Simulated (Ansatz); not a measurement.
# Calculations on H$_{29}$C$_{8}$Cl$_{3}$

**1. Relaxation**

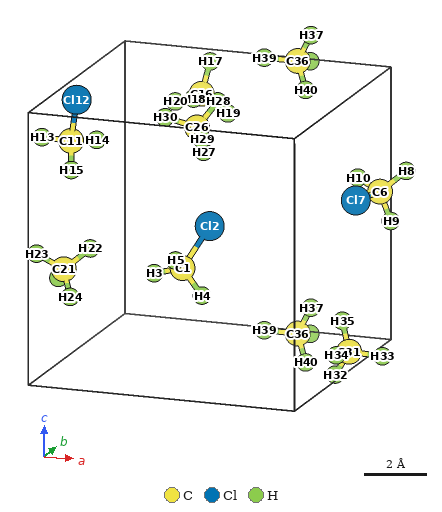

Starting structure of an amorphous cell of composition H$_{29}$C$_{8}$Cl$_{3}$. The picture is a ball-and-stick view of the cell of the calculation (origin shifted), seen slightly off an axis.

The cell holds 3 CH3Cl + 5 CH4. The run prepares the start of a later molecular dynamics calculation, from a guessed geometry.

Method: DFT r2SCAN-D3(BJ), scalar-relativistic, plane waves, PAW (Ansatz).

Input
```yaml
crystal:
  lattice:
    - [9.158906, 0.0, 0.0]
    - [0.0, 9.158906, 0.0]
    - [0.0, 0.0, 9.158906]
  atoms:
    - { symbol: C, position: [0.9211581, 0.9416293, 0.9154217] }
    - { symbol: Cl, position: [0.9714381, 1.0845452, 1.0366844] }
    - { symbol: H, position: [0.8083874, 0.9576474, 0.8816432] }
    - { symbol: H, position: [0.9927812, 0.9445044, 0.8206765] }
    - { symbol: H, position: [0.9323563, 0.837608, 0.9717153] }
    - { symbol: C, position: [0.4514332, 0.5261393, 0.0928573] }
    - { symbol: Cl, position: [0.4299548, 0.3339423, 0.108878] }
    - { symbol: H, position: [0.5366911, 0.5617398, 0.1675467] }
    - { symbol: H, position: [0.4818096, 0.5523254, -0.0189744] }
    - { symbol: H, position: [0.3485926, 0.578835, 0.1204571] }
    - { symbol: C, position: [0.5069771, 0.9284101, 0.3461327] }
    - { symbol: Cl, position: [0.5540136, 0.8569292, 0.5203043] }
    - { symbol: H, position: [0.38995, 0.9486681, 0.3431223] }
    - { symbol: H, position: [0.566268, 1.0299015, 0.3288447] }
    - { symbol: H, position: [0.5366961, 0.8492383, 0.2626857] }
    - { symbol: C, position: [0.7738615, 0.5458326, 0.3821126] }
    - { symbol: H, position: [0.7858283, 0.6000252, 0.4873484] }
    - { symbol: H, position: [0.7857819, 0.4283275, 0.3964334] }
    - { symbol: H, position: [0.8575793, 0.5853727, 0.3073963] }
    - { symbol: H, position: [0.6662564, 0.5696048, 0.3372724] }
    - { symbol: C, position: [0.5067851, 0.8541256, 0.8946978] }
    - { symbol: H, position: [0.589884, 0.8991967, 0.966932] }
    - { symbol: H, position: [0.4254071, 0.796078, 0.9592169] }
    - { symbol: H, position: [0.5576137, 0.7787979, 0.8179072] }
    - { symbol: H, position: [0.4542355, 0.9424298, 0.8347351] }
    - { symbol: C, position: [0.9182534, 0.1001873, 0.3896726] }
    - { symbol: H, position: [0.9219509, 0.1573766, 0.2854117] }
    - { symbol: H, position: [0.9722422, 0.1658875, 0.4728791] }
    - { symbol: H, position: [0.9739103, -0.0044708, 0.379493] }
    - { symbol: H, position: [0.8049102, 0.0819558, 0.4209064] }
    - { symbol: C, position: [0.4484266, 0.2136793, 0.5873518] }
    - { symbol: H, position: [0.3861541, 0.24242, 0.4901369] }
    - { symbol: H, position: [0.5618655, 0.2465153, 0.5729282] }
    - { symbol: H, position: [0.443062, 0.0960787, 0.6045543] }
    - { symbol: H, position: [0.4026247, 0.2697033, 0.6817876] }
    - { symbol: C, position: [0.1332017, 0.5504288, 0.5353702] }
    - { symbol: H, position: [0.188483, 0.5347011, 0.6395395] }
    - { symbol: H, position: [0.1383961, 0.6652517, 0.5046562] }
    - { symbol: H, position: [0.019414, 0.5171793, 0.5454422] }
    - { symbol: H, position: [0.1865138, 0.4845832, 0.451843] }
basis:
  ecutwfc: 500.0
kpoints:
  mp_grid: { grid: [1, 1, 1] }
hamiltonian:
  xc: r2scan
  dispersion: d3bj
scf:
  occupations: { method: fermi_dirac, width: 0.02 }
  lower_state_search: "off"
relax:
  f_tol: 0.3
  max_steps: 15
  adjacent_minimum: "off"
```

Launched with:
```bash
ansatz run input.yaml --threads 1 --pin off --max-ram 3072MiB --backend cpu --events-out ev --progress --plain --runs-dir out
```

Question: Predict the outcome.

Answer: The largest move is that of Cl2, 0.20 Å roughly along [1 0 −2]. Largest moves by element: Cl 0.20 Å, H 0.14 Å, C 0.10 Å. The lattice vectors keep their values. Some distances before and after: C11–Cl12 1.777 → 1.784 Å. The energy falls by 0.141 eV per cell of the calculation in 1 geometry step. The largest force component goes from 0.32 to 0.17 eV/Å.

The structure at the end:

```xyz
40
Lattice="9.1589 0.0000 0.0000 0.0000 9.1589 0.0000 0.0000 0.0000 9.1589" Properties=species:S:1:pos:R:3 pbc="T T T"
C     8.4526    8.5994    8.2878
Cl    8.9776    0.7953    0.1554
H     7.4200    8.7686    7.9988
H     9.0955    8.5730    7.4122
H     8.5401    7.6766    8.8593
C     4.1197    4.7936    0.8372
Cl    3.9316    3.0350    1.0371
H     4.9060    5.1354    1.5033
H     4.3889    5.0005    8.9648
H     3.1788    5.2760    1.0884
C     4.6490    8.4771    3.1309
Cl    5.1021    7.7074    4.6751
H     3.5788    8.6677    3.1384
H     5.1935    0.2542    3.0261
H     4.9106    7.7923    2.3269
C     7.0874    4.9915    3.5066
H     7.2051    5.4868    4.4667
H     7.2019    3.9160    3.6258
H     7.8401    5.3617    2.8128
H     6.0937    5.2094    3.1243
C     4.6296    7.8442    8.2221
H     5.3732    8.2472    8.9072
H     3.8537    7.3338    8.7896
H     5.1050    7.1405    7.5401
H     4.1839    8.6551    7.6497
C     8.4023    0.9400    3.6677
H     8.4146    1.5051    2.7402
H     8.9065    1.5069    4.4481
H     8.9140    9.1495    3.5073
H     7.3713    0.7495    3.9587
C     4.0871    2.0094    5.3898
H     3.5264    2.2676    4.4935
H     5.1323    2.2835    5.2549
H     4.0215    0.9391    5.5649
H     3.6769    2.5409    6.2457
C     1.2434    5.0377    4.9106
H     1.7657    4.9005    5.8550
H     1.2721    6.0885    4.6279
H     0.2093    4.7204    5.0175
H     1.7258    4.4394    4.1403
```

The end point in the same view:

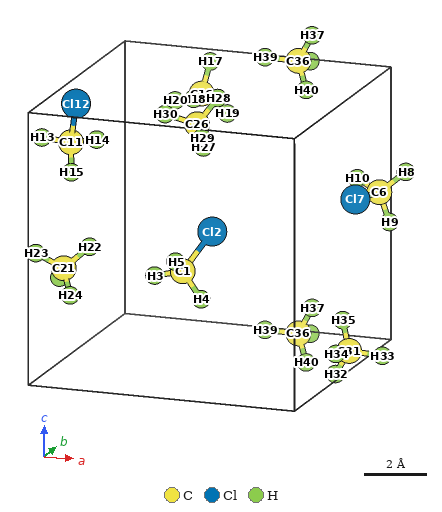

**2. Dynamics**

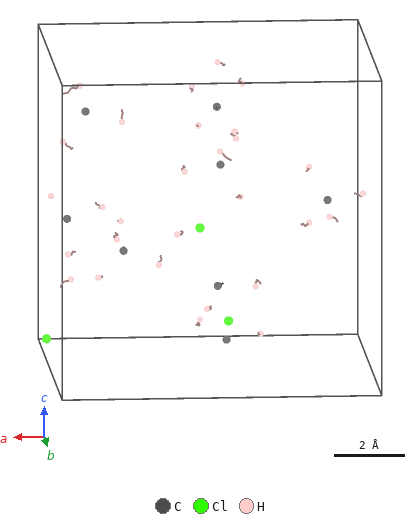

Molecular dynamics of a periodic cell with 3 CH3Cl + 5 CH4 at 0.501 g/cm³, 22 fs long. Lines trace each atom's path, in the colour of its element; spheres stand at the starting positions. Seen from a free direction in the simulation cell.

All numbers below come from DFT r2SCAN-D3(BJ), scalar-relativistic, plane waves, PAW in Ansatz. Settings: plane-wave cutoff 500 eV; k-point mesh 1 × 1 × 1; Fermi-Dirac smearing 0.02 eV; Langevin thermostat (NVT); set temperature 250 K; time step 0.75 fs; friction 0.02 per fs.

Question: How do the atoms move?

Answer: In the second half of the run the atoms are, in the root-mean-square, this far from where they began (common drift taken out): H 0.23 Å, C 0.08 Å, Cl 0.06 Å. The heavy atoms stay within a fraction of a molecule's size of their starting places; so short a run doesn't tell a liquid from a solid. Over the second half the temperature averages 185 K (spread ±13 K). The potential energy in the second half lies on average 10.1 meV per atom above the first frame.

The run took 13 min on 1 thread of AMD EPYC 9R14 (Zen 4) (shared host), peak memory 2.1 GiB.

**3. Dynamics**

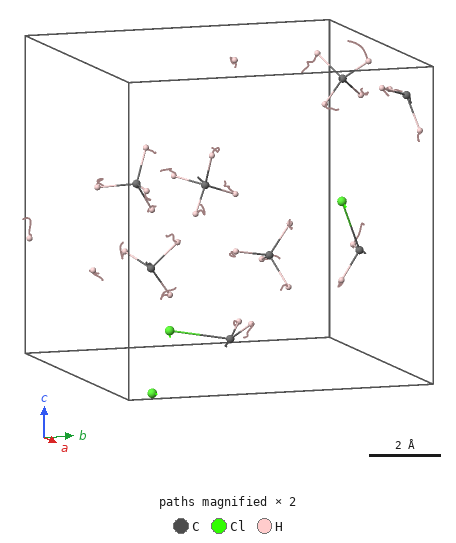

First-principles dynamics of a periodic cell with 3 CH3Cl + 5 CH4 at 0.501 g/cm³, 20 fs long. It starts from the last geometry of an earlier run, with fresh velocities. Lines trace each atom's path, in the colour of its element; spheres stand at the starting positions. The excursions are magnified 2 times. Seen slightly off an axis in the simulation cell.

The calculation used DFT r2SCAN-D3(BJ), scalar-relativistic, plane waves, PAW (Ansatz). Settings: plane-wave cutoff 500 eV; k-point mesh 1 × 1 × 1; Fermi-Dirac smearing 0.02 eV; Langevin thermostat (NVT); set temperature 250 K; time step 0.5 fs; friction 0.02 per fs.

Question: Describe the motion.

Answer: In the second half of the run the atoms are, in the root-mean-square, this far from where they began (common drift taken out): H 0.19 Å, C 0.10 Å, Cl 0.07 Å. The heavy atoms stay within a fraction of a molecule's size of their starting places; so short a run doesn't tell a liquid from a solid. The mean temperature in the second half is 219 K (standard deviation 21 K). The potential energy is still drifting at the end, so the run hasn't reached equilibrium. The potential energy in the second half lies on average 6.3 meV per atom above the first frame.

Cost: 16 min on 1 thread of AMD EPYC 9R14 (Zen 4), with other jobs on the host, peak memory 2.2 GiB.
